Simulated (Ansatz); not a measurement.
# WH+ (septet): one geometry, many settings at distance W1–H2 = 2.059 Å

Aim: run WH+ (septet) at one geometry under a spread of methods and options, and see what each costs and gives.

Program: Ansatz 0.2.0, Gaussian basis. Level of theory: the settings change from run to run. These are calculated values, not measurements.

31 further runs of the same task are left out: 29 that didn't finish, 2 set aside as unsound or not needed.

## Step 1: What is computed

The geometry derives from a PBE0/def2-TZVP stationary point (not a proven minimum). One bond is set to the value named and the two fragments are kept rigid. No spin-orbit coupling is included. Elements past krypton take def2 core potentials.

2 atoms, charge 1, spin multiplicity 7.

Atoms are counted from 1 here; the program's logs count them from 0.

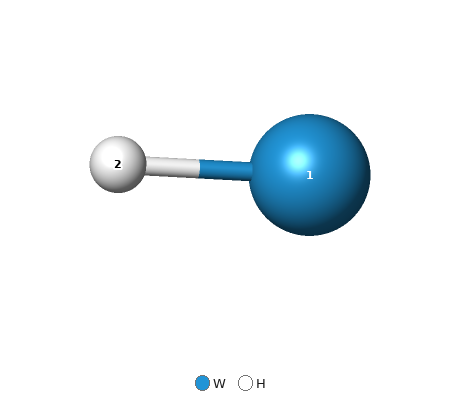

The geometry (tungsten blue, hydrogen white); atoms are numbered from 1 in the order of the file.

## Step 2: CCSD(T) on UHF/def2-SVPD

Contents of in.yaml:

```yaml
crystal:
  periodic: [false, false, false]
  atoms:
    - {symbol: W, position_ang: [0.000000, 0.000000, 0.000000]}
    - {symbol: H, position_ang: [0.000000, 0.000000, 2.059000]}
basis:
  gaussian: {orbitals: def2-SVPD, fitting: {mean_field: def2-universal-jkfit}}
total_charge: 1
magnetization: {spin_polarized: true, initial_magnetization: 6}
correlation: {method: ccsd_t, electrons: all}
scf: {lower_state_search: off}
```

Started as:

```bash
$ ansatz run in.yaml --threads 1 --pin off --events-out ev --progress --plain --max-ram 2393MiB
```

The log of the run:

```text
Functional definition: HF
  name "HF"
  cite "Fock, Z. Phys. 61, 126 (1930) doi:10.1007/BF01340294"
  parent pbe
  exchange = exact_x
  correlation = 0
these checks for a lower state are left out or cut short: stability, starts, cluster_reference, orbital_swaps, neighbouring_geometries, increment
245 factors; integrals over basis functions are off by at most 4.5e-1 eV
mean field evaluation 1: about -1810.6284 eV, gradient 1.5e1 eV
mean field evaluation 2: about -1812.0588 eV, gradient 4.6e0 eV
mean field evaluation 4: about -1812.3063 eV, gradient 4.0e-1 eV
mean field evaluation 8: about -1812.3101 eV, gradient 2.7e-6 eV
mean field -1812.31006455 eV, -66.6011664445 hartree, gradient 2.7e-6 eV, S^2 12.003939; 0 other end points of the search recorded, 0 dependent functions left out
reference -1812.31006455 eV, -66.6011664445 hartree; 10, 4 occupied and 33, 39 virtual orbitals, 245 factors
second order -4.27836557 eV of doubles, -0.00000000 eV of singles
cycle   1  -4.31948667 eV  change   -4.1e-2 eV  update   4.6e-2
cycle   2  -4.39866900 eV  change   -7.9e-2 eV  update   1.6e-2
cycle   3  -4.41006276 eV  change   -1.1e-2 eV  update   8.5e-3
cycle   4  -4.40813164 eV  change    1.9e-3 eV  update   4.4e-3
cycle   5  -4.40920506 eV  change   -1.1e-3 eV  update   2.6e-3
cycle   6  -4.40919142 eV  change    1.4e-5 eV  update   1.3e-3
cycle   7  -4.40889294 eV  change    3.0e-4 eV  update   5.3e-4
cycle   8  -4.40886144 eV  change    3.1e-5 eV  update   1.8e-4
cycle   9  -4.40886966 eV  change   -8.2e-6 eV  update   5.3e-5
cycle  10  -4.40887767 eV  change   -8.0e-6 eV  update   1.3e-5
perturbative correction -0.07525947 eV, -0.0027657346 hartree
Total energy: -1816.79420170 eV, -66.7659554452 hartree
Checks for a lower state left out: stability, starts, cluster_reference, orbital_swaps, neighbouring_geometries, increment
```

It took 1.6 s on 1 thread of Arm Neoverse N1, shared host.

From the report: ⟨S²⟩ of the determinant 12.004 (pure septet: 12.00); correlation -4.4841 eV; T1 0.015; largest double amplitude 0.03.

## Step 3: HF/def2-TZVP

Contents of in.yaml:

```yaml
crystal:
  periodic: [false, false, false]
  atoms:
    - {symbol: W, position_ang: [0.000000, 0.000000, 0.000000]}
    - {symbol: H, position_ang: [0.000000, 0.000000, 2.059000]}
basis:
  gaussian: {orbitals: def2-TZVP}
total_charge: 1
magnetization: {spin_polarized: false, initial_magnetization: 6}
hamiltonian: {xc: hf}
accuracy: high
scf: {lower_state_search: off}
output: {forces: true, orbitals: {seedname: orbitals}}
```

Same command.

The log of the run, shortened:

```text
Functional definition: HF
  name "HF"
  cite "Fock, Z. Phys. 61, 126 (1930) doi:10.1007/BF01340294"
  parent pbe
[...]
777 factors; integrals over basis functions are off by at most 2.8e-9 eV
[...]
mean field -1812.38244875 eV, -66.6038265146 hartree, gradient 7.1e-9 eV, S^2 12.000000; 0 other end points of the search recorded, 0 dependent functions left out
[...]
reference -1812.38244875 eV, -66.6038265146 hartree; 10, 4 occupied and 36, 42 virtual orbitals, 777 factors
Total energy: -1812.38244875 eV, -66.6038265146 hartree
Atom 0 at     0.000000     0.000000     0.000000 Å, force    -0.000000     0.000000    -0.176972 eV/Å
Atom 1 at     0.000000     0.000000     2.059000 Å, force     0.000000    -0.000000     0.176972 eV/Å
Dipole moment:    -0.000000     0.000000     0.191998 e Å
Checks for a lower state left out: stability, starts, cluster_reference, orbital_swaps, neighbouring_geometries, increment
```

Wall time 1.3 s (1 thread of Arm Neoverse N1, shared host).

## Step 4: HF/def2-SVPD

Edit in.yaml of step 3 so:

```diff
@@ -6,3 +6,3 @@
 basis:
-  gaussian: {orbitals: def2-TZVP}
+  gaussian: {orbitals: def2-SVPD}
 total_charge: 1
@@ -10,4 +10,2 @@
 hamiltonian: {xc: hf}
-accuracy: high
-scf: {lower_state_search: off}
 output: {forces: true, orbitals: {seedname: orbitals}}
```

Same command.

The log of the run, shortened:

```text
Functional definition: HF
  name "HF"
  cite "Fock, Z. Phys. 61, 126 (1930) doi:10.1007/BF01340294"
  parent pbe
[...]
399 factors; integrals over basis functions are off by at most 1.7e-3 eV
[...]
mean field -1812.19761284 eV, -66.5970339202 hartree, gradient 1.4e-5 eV, S^2 12.000000; 0 other end points of the search recorded, 0 dependent functions left out
[...]
reference -1812.19761284 eV, -66.5970339202 hartree; 10, 4 occupied and 33, 39 virtual orbitals, 399 factors
Total energy: -1812.19761284 eV, -66.5970339202 hartree
Atom 0 at     0.000000     0.000000     0.000000 Å, force     0.000000    -0.000000    -0.238357 eV/Å
Atom 1 at     0.000000     0.000000     2.059000 Å, force    -0.000000     0.000000     0.238357 eV/Å
Dipole moment:     0.000000     0.000000     0.180753 e Å
```

Run time: 0.84 s. Hardware: 1 thread of Arm Neoverse N1, shared host.

## Step 5: MP2 on UHF/def2-SVP

Contents of in.yaml:

```yaml
crystal:
  periodic: [false, false, false]
  atoms:
    - {symbol: W, position_ang: [0.000000, 0.000000, 0.000000]}
    - {symbol: H, position_ang: [0.000000, 0.000000, 2.059000]}
basis:
  gaussian: {orbitals: def2-SVP}
total_charge: 1
magnetization: {spin_polarized: true, initial_magnetization: 6}
correlation: {method: mp2, electrons: all}
scf: {lower_state_search: off}
```

Launched as before.

The log of the run:

```text
Functional definition: HF
  name "HF"
  cite "Fock, Z. Phys. 61, 126 (1930) doi:10.1007/BF01340294"
  parent pbe
  exchange = exact_x
  correlation = 0
these checks for a lower state are left out or cut short: stability, starts, cluster_reference, orbital_swaps, neighbouring_geometries, increment
370 factors; integrals over basis functions are off by at most 1.4e-3 eV
mean field evaluation 1: about -1810.5444 eV, gradient 1.4e1 eV
mean field evaluation 2: about -1810.5516 eV, gradient 1.4e1 eV
mean field evaluation 4: about -1812.1890 eV, gradient 1.7e0 eV
mean field evaluation 8: about -1812.2515 eV, gradient 1.8e-3 eV
mean field -1812.25150814 eV, -66.5990145361 hartree, gradient 4.0e-6 eV, S^2 12.003972; 0 other end points of the search recorded, 0 dependent functions left out
reference -1812.25150814 eV, -66.5990145361 hartree; 10, 4 occupied and 27, 33 virtual orbitals, 370 factors
second order -4.20360261 eV of doubles, -0.00000000 eV of singles
Total energy: -1816.45511075 eV, -66.7534940826 hartree
Checks for a lower state left out: stability, starts, cluster_reference, orbital_swaps, neighbouring_geometries, increment
```

Run time: 0.36 s. Hardware: 1 thread of Arm Neoverse N1, shared host.

From the report: ⟨S²⟩ of the determinant 12.004 (pure septet: 12.00).

## Step 6: CCSDT(Q)/B on ROHF/def2-mTZVP

Contents of in.yaml:

```yaml
crystal:
  periodic: [false, false, false]
  atoms:
    - {symbol: W, position_ang: [0.000000, 0.000000, 0.000000]}
    - {symbol: H, position_ang: [0.000000, 0.000000, 2.059000]}
basis:
  gaussian: {orbitals: def2-mTZVP}
total_charge: 1
magnetization: {spin_polarized: false, initial_magnetization: 6}
correlation: {method: ccsdt_q_b, electrons: outside_noble_gas}
accuracy: high
output: {forces: true}
```

The command is unchanged.

The log of the run, shortened:

```text
Functional definition: HF
  name "HF"
  cite "Fock, Z. Phys. 61, 126 (1930) doi:10.1007/BF01340294"
  parent pbe
[...]
785 factors; integrals over basis functions are off by at most 2.6e-9 eV
[...]
mean field -1811.76173537 eV, -66.5810157185 hartree, gradient 2.6e-8 eV, S^2 12.000000; 9 other end points of the search recorded, 0 dependent functions left out
[...]
determinant -1811.76173537 eV, -66.5810157185 hartree, with singles and doubles -1812.27365553 eV, -66.5998284376 hartree
determinant -1810.56159500 eV, -66.5369113736 hartree, with singles and doubles -1810.97148788 eV, -66.5519746590 hartree
determinant -1810.41088036 eV, -66.5313727125 hartree, with singles and doubles -1810.81228982 eV, -66.5461242381 hartree
determinant -1810.26692561 eV, -66.5260824733 hartree, with singles and doubles -1810.75390487 eV, -66.5439786308 hartree
4 core orbitals not correlated: weight in the atoms' cores, before any rotation towards them, 1.000 or more for the frozen orbitals, at most 0.000 for the correlated occupied ones
reference -1811.76173537 eV, -66.5810157185 hartree; 6, 0 occupied and 29, 35 virtual orbitals, 785 factors
second order -0.40040036 eV of doubles, -0.00000550 eV of singles
cycle   1  -0.48295832 eV  change   -8.3e-2 eV  update   2.7e-2
[...]
cycle  21  -0.53560771 eV  change   8.5e-13 eV  update  3.8e-10
perturbative correction -0.00005217 eV, -0.0000019173 hartree
[...]
Total energy: -1812.29739525 eV, -66.6007008560 hartree
Atom 0 at     0.000000     0.000000     0.000000 Å, force    -0.000000     0.000000    -0.227664 eV/Å
Atom 1 at     0.000000     0.000000     2.059000 Å, force     0.000000    -0.000000     0.227664 eV/Å
Dipole moment:    -0.000000    -0.000000     0.177692 e Å
```

It took 57 s on 1 thread of Arm Neoverse N1, shared host; peak memory 0.5 GiB.

From the report: correlation -0.5357 eV; T1 0.013; largest double amplitude 0.03.

## Step 7: All runs side by side

```tsv
level	correlated	functions	energy (eV)	time
CCSD(T) on UHF/def2-SVPD	all	43	-1816.7942	1.6 s
HF/def2-TZVP		46	-1812.3824	1.3 s
HF/def2-SVPD		43	-1812.1976	0.84 s
MP2 on UHF/def2-SVP	all	37	-1816.4551	0.36 s
CCSDT(Q)/B on ROHF/def2-mTZVP	outside noble gas	39	-1812.2974	57 s
```

## Step 8: What came out

| quantity | value |
| --- | --- |
| runs | 5 |
| quickest | MP2 on UHF/def2-SVP, 0.36 s |
| slowest | CCSDT(Q)/B on ROHF/def2-mTZVP, 57 s |

Total energies in different bases, with other cores or another treatment of relativity can't be set against each other. CCSDT(Q)/B on ROHF/def2-mTZVP took 157 times as long as MP2 on UHF/def2-SVP; the jobs differ in more than the method.
